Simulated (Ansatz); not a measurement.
CHSSi (SMILES [Si]#CS) (doublet)

The calculation's input:

```
crystal:
  periodic: [false, false, false]
  atoms:
    - { symbol: Si, position_ang: [-1.93368, 0.39511, 1.0731] }
    - { symbol: C, position_ang: [-0.39896, -0.09451, 0.37414] }
    - { symbol: S, position_ang: [0.65708, 0.26851, -0.88921] }
    - { symbol: H, position_ang: [1.67556, -0.56912, -0.55803] }
magnetization:
  spin_polarized: true
  initial_magnetization: 1
basis:
  gaussian: { orbitals: "6-31G*" }
hamiltonian:
  xc: hf
relax:
  f_tol: 0.015
  max_steps: 40
output:
  orbitals: {}
```

Run with:

```sh
ansatz run input.yaml --threads 1 --pin off --max-ram 2048MiB --backend cpu --events-out ev --progress --plain --runs-dir out
```

The fields are those of the relaxed geometry.

⟨S²⟩ = 0.97, above the pure value of 0.75.

Method: Ansatz 0.2.0, UHF/6-31G*.

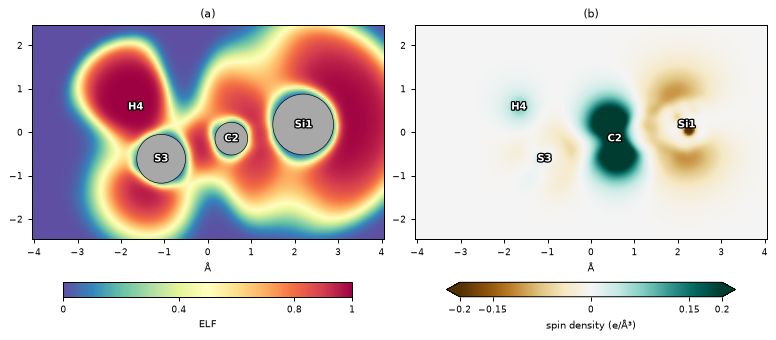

Figure 1. (a) electron localisation function; (b) spin density (α minus β) on the molecular plane. Grey discs cover the atomic cores in the ELF map.

Question: Read the bonding off the picture.

Answer: The section cuts through Si, C, S and H sites.
C–S (1.68 Å): the ELF peaks at about 0.95 between the atoms (localised, covalent bonding).
C–Si (1.69 Å): the ELF peaks at about 0.90 between the atoms: localised, covalent bonding.
S–H (1.33 Å): the ELF climbs to about 1 towards the hydrogen, as it does in any bond to H.
The ELF also peaks beside S3 and Si1, away from the bonds: non-bonding electrons, paired or unpaired.
The unpaired spin (1 electron) lies mostly on C2 (about 0.8) and S3 (about 0.2), in electrons by Hirshfeld's partition, with opposite, polarisation-induced spin on Si1.

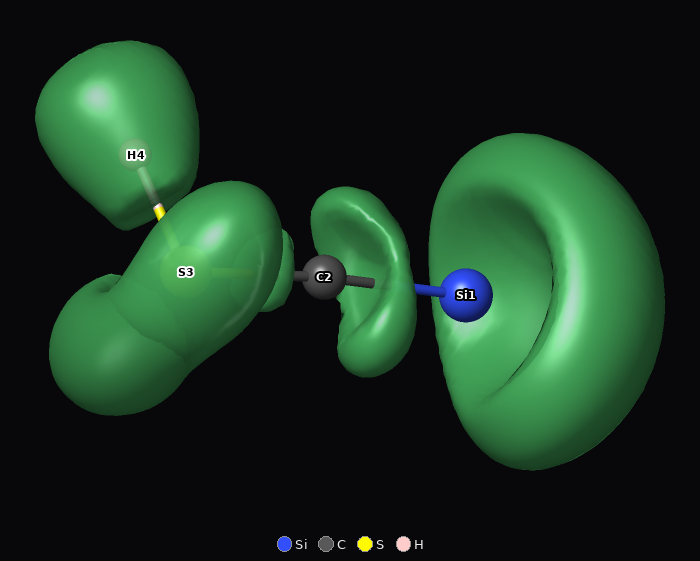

Figure 2. Isosurface of the ELF at 0.85 (green), seen at a tilt. Core shells and regions of very low density are left out.

Question: Identify the bonds, lone pairs and shells in this picture.

Answer: The ELF exceeds this value in one region between bonded C–S atoms (shared pairs), one region between bonded C–Si atoms (shared pairs), one region around a hydrogen nucleus, one lobe on S, pointing away from the bonds (non-bonding electrons, which may merge into one lobe) and one lobe on Si, pointing away from the bonds (non-bonding electrons).

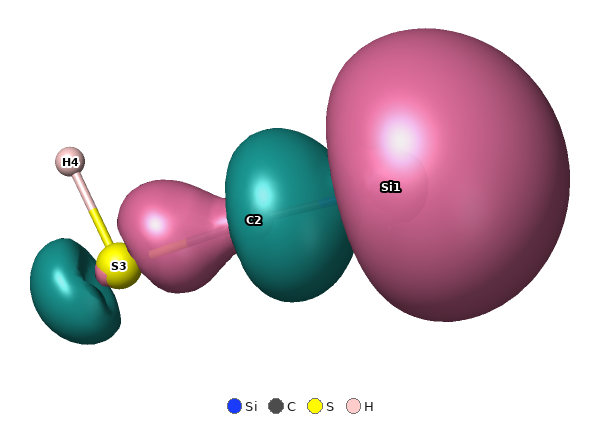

Figure 3. The HOMO−1 (β) at ±0.1 Å⁻³ᐟ² (teal and pink are the two phases), seen at a tilt.

Question: Describe this orbital and give its energy.

Answer: Its weight (Hirshfeld) is mainly on Si1 (about 80 %) and C2 (about 15 %); it is symmetric in the molecular plane (an in-plane orbital: σ, lone-pair or in-plane π type). Its energy is −10.75 eV.
